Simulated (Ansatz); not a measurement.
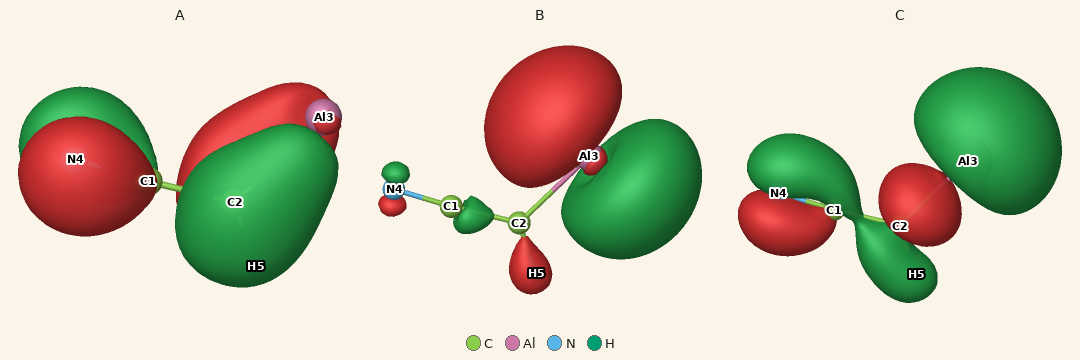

Figure. C2HAlN (SMILES N#C[CH+][Al]) (charge +1, triplet). Three frontier orbitals at ±0.1 Å⁻³ᐟ² (green and red are the two phases), in no order.

Geometry: PBE0-D3(BJ)/def2-SVP.

Theory: Ansatz 0.2.0, isolated molecule in a Gaussian basis; Kohn-Sham density functional theory, functional PBE0.

The calculation's input:

```
basis:
  gaussian: {orbitals: def2-TZVPD}
crystal:
  periodic: [false, false, false]
  atoms:
    - {symbol: C, position_ang: [-1.471934, -0.725068, -0.364241]}
    - {symbol: C, position_ang: [-1.040600, -1.271576, -1.545499]}
    - {symbol: Al, position_ang: [-0.858334, -0.134897, -3.131398]}
    - {symbol: N, position_ang: [-1.847180, -0.194045, 0.619256]}
    - {symbol: H, position_ang: [-0.792956, -2.341345, -1.622955]}
total_charge: 1
magnetization: {spin_polarized: true, initial_magnetization: 2}
hamiltonian: {xc: {name: PBE0}}
output: {forces: true, orbitals: {seedname: orbitals}}
```

Launched as:

```sh
ansatz run input.yaml --threads 1 --pin off --max-ram 2610MiB --events-out events.jsonl --progress --plain --runs-dir runs
```

### Order the three orbitals by energy and name them. All are α orbitals.

C is the HOMO−1 (α) (−13.77 eV). It lies mainly on Al3 (about 55 %), C2 (about 20 %), N4 (about 15 %) and C1 (about 5 %); it is symmetric in the molecular plane (an in-plane orbital: σ, lone-pair or in-plane π type). A is the HOMO (α) (−13.35 eV). Its weight (Hirshfeld) is mainly on C2 (about 40 %), N4 (about 35 %), Al3 (about 10 %) and C1 (about 10 %); it changes sign across the molecular plane (π type); π-bonding across C1–N4. B is the LUMO (α) (−8.27 eV). By Hirshfeld shares it lies mainly on Al3 (about 90 %); it is symmetric in the molecular plane (an in-plane orbital: σ, lone-pair or in-plane π type).

### What is the gap between the highest occupied and lowest empty α orbitals?

5.08 eV between the orbital energies.
